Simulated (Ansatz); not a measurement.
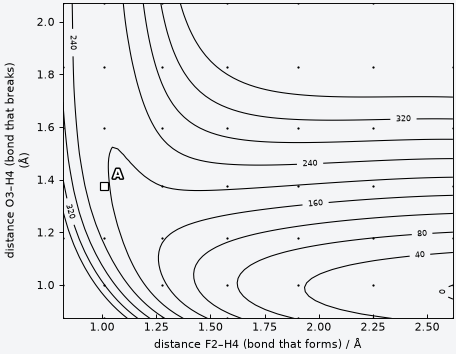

The reacting system Cl₂FHOZr. 
- The first coordinate is: distance F2–H4 (bond that forms); the second: distance O3–H4 (bond that breaks).
- Relaxed at each point: all other coordinates.
- The grid has 7 × 7 points.
- Points are written as (first, second).
- Energies are in kJ/mol, from the lowest grid point.
- The reference is spin-restricted, so regions where a bond is pulled apart into radicals lie too high.
- All numbers below come from RKS PBE0-D4/def2-SVP (Ansatz).

In the figure: contour lines labelled in kJ/mol (none above 360), dots at the grid points, the point A. Between grid points the surface is interpolated.

Which way does the force act at A, and how strong is it?

A, at (1.011 Å, 1.378 Å), is not a stationary point. The computed force is 185 kJ/mol for each Å towards larger values of the first coordinate and 51 kJ/mol for each Å towards larger values of the second coordinate.
